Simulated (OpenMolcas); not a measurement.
```
&GATEWAY
Basis set
Cr.ANO-RCC-VDZP.
Cr1 0.0 0.0 0.0 Angstrom
End of basis
Basis set
Br.ANO-RCC-VDZP.
L1 2.636000 0.000000 0.000000 Angstrom
L2 0.000000 2.636000 0.000000 Angstrom
L3 0.000000 0.000000 2.636000 Angstrom
End of basis
Basis set
Ca.EMB-AIMP.Sanchez-Sanz.10s7p.1s1p.ECP.CsCaBr3.
PseudoCharge
* 3 symmetry-unique lattice sites within 7.6 angstrom
End of basis
Basis set
Cs.EMB-AIMP.Sanchez-Sanz.0s.0s.ECP.CsCaBr3.
PseudoCharge
* 4 symmetry-unique lattice sites within 7.6 angstrom
End of basis
Basis set
Br.EMB-AIMP.Sanchez-Sanz.0s.0s.ECP.CsCaBr3.
PseudoCharge
* 12 symmetry-unique lattice sites within 7.6 angstrom
End of basis
Symmetry
XYZ
AngMom=0.0 0.0 0.0
AMFI
RICD
XField
1570 Angstrom 0
* Evjen-weighted lattice charges
&SEWARD
&RASSCF
FileOrb=start.orb
Symmetry=1
Spin=5
nActEl=4 0 0
Inactive=57 60
Ras2=5 0
CIRoot=5 5 1
SDav=5
CIMx=300
Iter=150 100
PrWF=0.3
OrbListing=Nothing
MaxOrb=0
LevShft=1.0
>>> COPY $Project.JobIph JOB001
&RASSCF
FileOrb=start.orb
Symmetry=1
Spin=3
nActEl=4 0 0
Inactive=57 60
Ras2=5 0
CIRoot=45 45 1
SDav=45
CIMx=300
Iter=150 100
PrWF=0.3
OrbListing=Nothing
MaxOrb=0
LevShft=1.0
>>> COPY $Project.JobIph JOB002
&RASSCF
FileOrb=start.orb
Symmetry=1
Spin=1
nActEl=4 0 0
Inactive=57 60
Ras2=5 0
CIRoot=50 50 1
SDav=50
CIMx=300
Iter=150 100
PrWF=0.3
OrbListing=Nothing
MaxOrb=0
LevShft=1.0
>>> COPY $Project.JobIph JOB003
&RASSI
NrOfJobIphs=3 5 45 50
1 2 3 4 5
1 2 3 4 5 6 7 8 9 10 11 12 13 14 15 16 17 18 19 20 21 22 23 24 25 26 27
28 29 30 31 32 33 34 35 36 37 38 39 40 41 42 43 44 45
1 2 3 4 5 6 7 8 9 10 11 12 13 14 15 16 17 18 19 20 21 22 23 24 25 26 27
28 29 30 31 32 33 34 35 36 37 38 39 40 41 42 43 44 45 46 47 48 49 50
IphNames
JOB001
JOB002
JOB003
EJob
SpinOrbit
DIPRint=1.0
SOCoupling=1000.0
Subsets=2
Property=9
'ANGMOM' 1 'ANGMOM' 2 'ANGMOM' 3 'MLTPL  1' 1 'MLTPL  1' 2 'MLTPL  1' 3
'AMFI' 1 'AMFI' 2 'AMFI' 3
SOProperty=3
'ANGMOM' 1 'ANGMOM' 2 'ANGMOM' 3
```

Command:
```bash
OMP_NUM_THREADS=1 MOLCAS_MEM=2457 MOLCAS_PROJECT=a pymolcas a.inp > a.log  # once for each step of the input, in one work folder
```

Level of the calculation: state-averaged CASSCF, active space 4 electrons in the shell 3d, basis ANO-RCC-VDZP on all atoms, DKH2 scalar Hamiltonian, spin-orbit coupling by RASSI with atomic mean-field integrals (OpenMolcas). Powder susceptibility by Van Vleck's formula.

Cr²⁺ (3d⁴) as a dopant in CsCaBr₃, a cluster with its 6 nearest Br⁻ at 2.636 Å (octahedron) embedded in model potentials and point charges; the geometry was set, not optimised. The cluster and the levels that result:

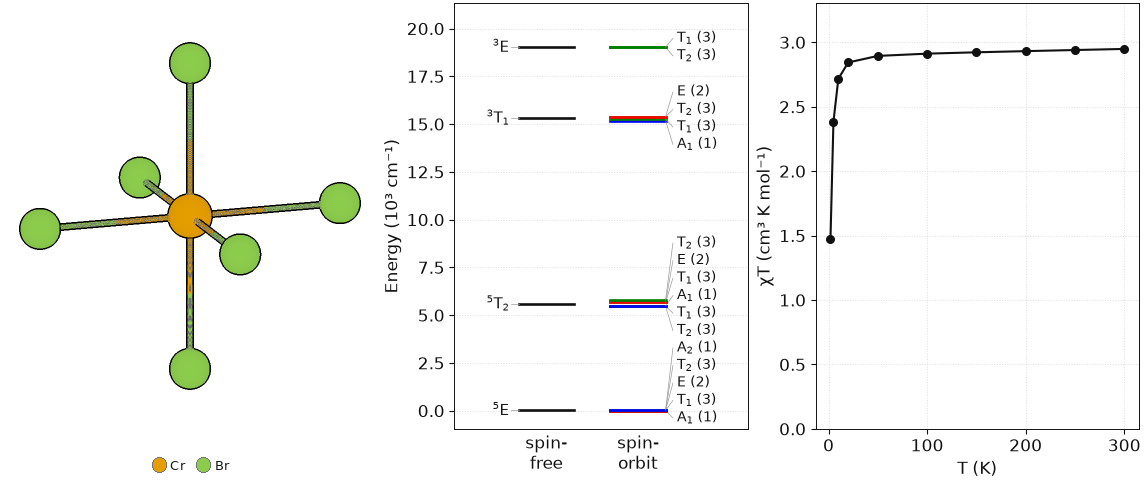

Labels give the representation in O, Td, D4 or D3 as the site allows (double group for half-integer spin) where it could be assigned and, in brackets, the degeneracy; spin-free states, where drawn, share the zero of the spin-orbit levels.

The ground level is A₁, non-degenerate, 100 % from states of spin multiplicity 5. The next level lies at 5.0 cm⁻¹ (T₁). The lowest spin-free state is ⁵E, from the free-ion D term; of the same spin there follows at 5,580 cm⁻¹ (⁵T₂) above it. A ligand-field fit to the spin-free states gives |10Dq| = 5,670 cm⁻¹, B = 958 and C = 3,620 cm⁻¹ (rms misfit 80 cm⁻¹). χT is 1.48 cm³ K mol⁻¹ at 2 K and 2.95 at 300 K, an effective moment of 4.86 μB. The active orbitals hold 93 to 98 % metal character (Löwdin), and the Mulliken charge of the metal is +1.01.

Limits of the model: orbital doublet at a regular site, Jahn-Teller distortion not allowed for; small active space favours high spin, ground spin may be wrong; covalent bonds, ligand orbitals missing from the active space; the geometry is set by hand, with no relaxation and no charge compensation.
